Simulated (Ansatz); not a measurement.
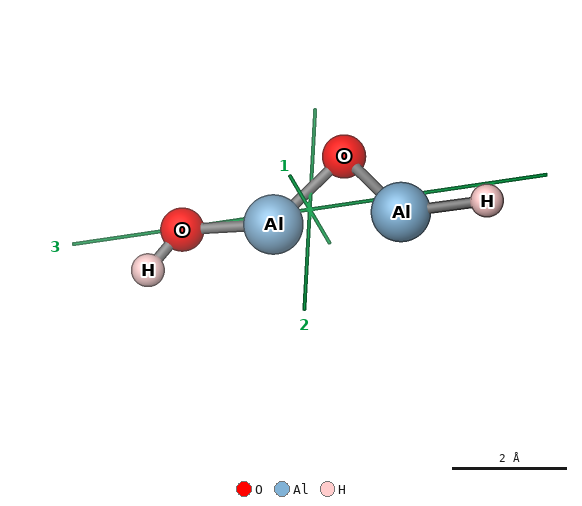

The three principal axes of inertia are drawn and numbered. Atoms fade into the background with distance from the viewer. The computed structure is the end point of a PBE-D4/def2-SVP optimisation. No frequency run is at hand to confirm it as a minimum. Masses are those of the most abundant isotopes; constants are for the rigid equilibrium geometry.

Q: Which line is the a axis (least moment of inertia), which b and which c?

A: a is line 3, b is line 2, c is line 1; the moments are 21.8, 207, 229 u Å².

Q: What kind of rotor is it, and what are its rotational constants in MHz?

A: An asymmetric top (Cs): A = 23146, B = 2445, C = 2211 MHz. Ray's parameter κ is −0.98, close to the prolate limit.
